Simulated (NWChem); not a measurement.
# One shape, several levels: SiH3 (silyl radical)

Aim: a comparison of 6 runs (UHF/STO-3G, UHF/def2-SVP, UPBE0/def2-SVP, U-r2SCAN/def2-TZVP, U-r2SCAN/cc-pVTZ, UMP2/cc-pVTZ) of SiH3 (silyl radical). 

Program for the calculation: NWChem 7.3.0.

1 further run of the same task is left out (set aside as unsound or not needed). Runs told in other sessions of the task aren't counted.

### 1 The system as given

SiH3 has 4 atoms, charge 0, and is taken as a doublet. SMILES: `[SiH3]`. Geometry: relaxed at PBE0-D4/def2-TZVP.

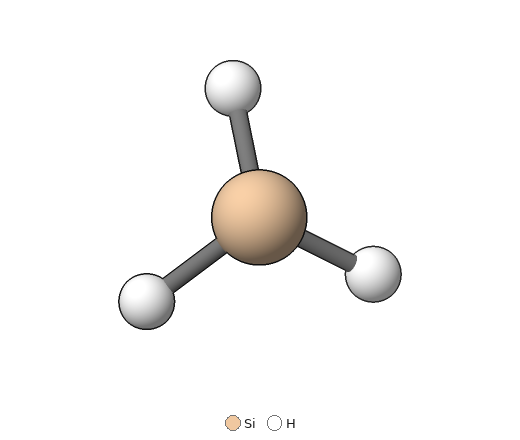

The structure, seen from a chosen angle (silicon light orange, hydrogen white).

### 2 Energy and gradient at UHF/STO-3G (run 1)

Input file mol.nw:

```
start mol
memory stack 880 mb heap 220 mb global 1100 mb
charge 0

geometry units angstroms noautosym nocenter noautoz
Si       0.293780      -0.026900      -0.164030
H        0.559150       0.665300       1.123900
H       -0.224040      -1.401650       0.060130
H       -0.628890       0.763250      -1.019990
end

basis spherical bse
* library STO-3G
end

scf
doublet
uhf
thresh 1e-08
maxiter 80
end

task scf gradient
```

On the command line:

```
nwchem mol.nw > mol.out
```

What it wrote:

```text
[...]
  functions       =    12
[...]
  wavefunction    = UHF
[...]
         Total SCF energy =   -287.270976922848
      One electron energy =   -431.418701319306
      Two electron energy =    128.544427260533
 Nuclear repulsion energy =     15.603297135925
                       Sz =      0.5000
                 Sz(Sz+1) =      0.7500
                      S^2 =      0.7525
[...]
                         UHF ENERGY GRADIENTS
    atom               coordinates                        gradient
                 x          y          z           x          y          z
   1 Si      0.555164  -0.050834  -0.309972    0.009921  -0.000909  -0.005541
   2 H       1.056640   1.257235   2.123863    0.011341   0.014935   0.025684
   3 H      -0.423374  -2.648734   0.113629   -0.006118  -0.031145   0.001969
   4 H      -1.188430   1.442333  -1.927502   -0.015144   0.017119  -0.022112
[...]
```

It took 0.92 s on 1 thread of Intel Xeon Platinum 8259CL at 2.50GHz (Skylake/Cascade Lake), shared host; peak memory 0.1 GiB.

### 3 Energy and forces at UHF/def2-SVP (run 2)

Input file geom.nw:

```
start geom
memory total 2200 mb
charge 0

geometry units au noautosym nocenter noautoz
  Si   0.55516374  -0.05083363  -0.30997178
  H    1.05664036   1.25723479   2.12386319
  H   -0.42337424  -2.64873462   0.11362923
  H   -1.18842986   1.44233346  -1.92750175
end

basis spherical bse
  * library def2-SVP
end

scf
  nopen 1
  uhf
  thresh 1e-08
  maxiter 80
  print medium
end

task scf gradient
```

On the command line:

```
nwchem geom.nw > geom.out
```

What it wrote:

```text
[...]
  functions       =    33
[...]
  wavefunction    = UHF
[...]
         Total SCF energy =   -290.534004588972
      One electron energy =   -433.325683644341
      Two electron energy =    127.188383027431
 Nuclear repulsion energy =     15.603296027937
                       Sz =      0.5000
                 Sz(Sz+1) =      0.7500
                      S^2 =      0.7541
[...]
                         UHF ENERGY GRADIENTS
    atom               coordinates                        gradient
                 x          y          z           x          y          z
   1 Si      0.555164  -0.050834  -0.309972    0.000549  -0.000051  -0.000307
   2 H       1.056640   1.257235   2.123863    0.000743   0.000942   0.001610
   3 H      -0.423374  -2.648735   0.113629   -0.000360  -0.001972   0.000110
   4 H      -1.188430   1.442333  -1.927502   -0.000932   0.001081  -0.001413
[...]
```

Run time: 1.9 s. Hardware: 1 thread of Intel Xeon Platinum 8259CL at 2.50GHz (Skylake/Cascade Lake), shared host; peak memory 0.099 GiB.

### 4 Energy and forces at UPBE0/def2-SVP (run 3)

Input file h3si.xyz:

```xyz
4
H3Si
Si     0.293780    -0.026900    -0.164030
H      0.559150     0.665300     1.123900
H     -0.224040    -1.401650     0.060130
H     -0.628890     0.763250    -1.019990
```

Input file run.py:

```python
from ase.io import read
from ase.calculators.nwchem import NWChem

atoms = read('h3si.xyz')

calc = NWChem(
    label='h3si',
    theory='dft',
    memory='2200 mb',
    basis='def2-SVP',
    basispar='spherical bse',
    dft={'xc': 'pbe0', 'mult': '2', 'grid': 'xfine', 'convergence': 'energy 1e-08', 'iterations': '100', 'mulliken': None},
)
atoms.calc = calc

forces = atoms.get_forces()
print("Total energy (eV):", round(atoms.get_potential_energy(), 6))
print("forces (eV/A):")
for s, f in zip(atoms.symbols, forces):
    print(f"{s:2s} {f[0]:10.5f} {f[1]:10.5f} {f[2]:10.5f}")
```

On the command line:

```
export ASE_NWCHEM_COMMAND="nwchem PREFIX.nwi > PREFIX.nwo"
python run.py
```

What it wrote:

```text
Total energy (eV): -7918.695984
forces (eV/A):
Si    0.08911   -0.00812   -0.04967
H     0.03533    0.06767    0.12238
H    -0.04217   -0.13689    0.01707
H    -0.08222    0.07734   -0.08978
```

The calculator wrote h3si.nwi:

```
title "h3si"

permanent_dir h3si

scratch_dir h3si

start h3si

geometry units angstrom nocenter noautosym noautoz
  Si 2.9377999999999999e-01 -2.6900000000000000e-02 -1.6403000000000001e-01
  H  5.5915000000000004e-01 6.6530000000000000e-01 1.1238999999999999e+00
  H  -2.2403999999999999e-01 -1.4016500000000001e+00 6.0130000000000003e-02
  H  -6.2888999999999995e-01 7.6324999999999998e-01 -1.0199900000000000e+00
end

memory 2200 mb

basis spherical bse noprint
   * library def2-SVP
end

dft
  xc pbe0
  mult 2
  grid xfine
  convergence energy 1e-08
  iterations 100
  mulliken
end

task dft gradient
```

h3si.nwo:

```text
Northwest Computational Chemistry Package (NWChem) 7.3.0
             --------------------------------------------------------

           Job information
           ---------------

    nwchem branch   = 7.3.0
    use scalapack   = T
    input           = h3si.nwi
    prefix          = h3si.
    data base       = h3si/h3si.db
    status          = startup
    nproc           =        1

           Memory information
           ------------------

[... 5 lines left out ...]
    hardfail = no
[... 107 lines left out ...]
          Convergence on energy requested:  1.00D-08
[... 27 lines left out ...]
          total energy or number of iterations.
[... 74 lines left out ...]
      One electron energy =     -433.514610967551
[... 591 lines left out ...]
          Convergence on energy requested:  1.00D-08
[... 27 lines left out ...]
          total energy or number of iterations.
[... 35 lines left out ...]
                 ----------------------------------------
                 |  Time  |  1-e(secs)   |  2-e(secs)   |
                 ----------------------------------------
                 |  CPU   |       0.00   |       0.13   |
                 ----------------------------------------
                 |  WALL  |       0.00   |       0.13   |
                 ----------------------------------------

 Task  times  cpu:       13.3s     wall:       13.3s
 Total times  cpu:       13.3s     wall:       13.3s
```

Wall time 15 s (1 thread of Intel Xeon Platinum 8259CL at 2.50GHz (Skylake/Cascade Lake), shared host); peak memory 0.12 GiB.

Runs 4 to 5 aren't shown in full; the table further down has their settings and results.

### 5 Energy and forces at UMP2/cc-pVTZ (run 6)

Input file test.nw:

```
START test
memory stack 880 mb heap 220 mb global 1100 mb

GEOMETRY units au noautosym nocenter noautoz
Si   0.55516374  -0.05083363  -0.30997178
H    1.05664036   1.25723479   2.12386319
H   -0.42337424  -2.64873462   0.11362923
H   -1.18842986   1.44233346  -1.92750175
END

BASIS spherical bse
* library cc-pVTZ
END

SCF
doublet
uhf
thresh 1e-08
maxiter 80
print low
END

MP2
freeze core 5
tight
END

TASK mp2 gradient
```

On the command line:

```
nwchem test.nw > test.out
```

What it wrote:

```text
[...]
  functions       =    76
[...]
  wavefunction    = UHF
[...]
         Total SCF energy =   -290.640291745708
      One electron energy =   -433.506888135689
      Two electron energy =    127.263300362044
 Nuclear repulsion energy =     15.603296027937
                       Sz =      0.5000
                 Sz(Sz+1) =      0.7500
                      S^2 =      0.7550
[...]
          Total MP2 energy          -290.756802796792
[...]
                         mp2 ENERGY GRADIENTS
    atom               coordinates                        gradient
                 x          y          z           x          y          z
   1 Si      0.555164  -0.050834  -0.309972    0.001694  -0.000156  -0.000947
   2 H       1.056640   1.257235   2.123863    0.000812   0.001427   0.002556
   3 H      -0.423374  -2.648735   0.113629   -0.000829  -0.002904   0.000327
   4 H      -1.188430   1.442333  -1.927502   -0.001677   0.001633  -0.001937
[...]
```

It took 76 s on 1 thread of Intel Xeon Platinum 8259CL at 2.50GHz (Skylake/Cascade Lake), shared host; peak memory 0.15 GiB.

### 6 The series

```tsv
run	level	iteration cap	module	energy (Eh)	dipole moment (D)	HOMO energy (eV)	LUMO energy (eV)	wall time
1	UHF/STO-3G	80	scf	-287.270977	0.61	-6.60	6.64	0.92 s
2	UHF/def2-SVP	80	scf	-290.534005	0.17	-9.15	1.37	1.9 s
3	UPBE0/def2-SVP	100	dft	-291.006712	0.03	-6.38	-2.46	15 s
4	U-r2SCAN/def2-TZVP	100	dft	-291.206706	0.07	-5.67	-2.93	40 s
5	U-r2SCAN/cc-pVTZ	100	dft	-291.210377	0.05	-5.68	-2.95	67 s
6	UMP2/cc-pVTZ	80	mp2	-290.756803	0.05	–	–	76 s
```

### 7 Results

| quantity | value |
| --- | --- |
| run 6: total energy | -290.75680 Eh |
| run 6: dipole moment (of the density that the program reports) | 0.05 D |
| run 6: correlation energy (5 core orbitals frozen) | -116.5 mEh |
| run 6: ⟨S²⟩ of the reference determinant | 0.755 |
| run 6: largest force on an atom | 0.156 eV/Å |

**Reading.** The dipole moment (its size) runs from 0.03 D (UPBE0/def2-SVP) to 0.61 D (UHF/STO-3G). The two ends differ in method and basis. Totals of different functionals can't be ranked against each other. In run 1 the basis is minimal, so the values are rough. All runs together took 3.3 min, the longest 76 s.
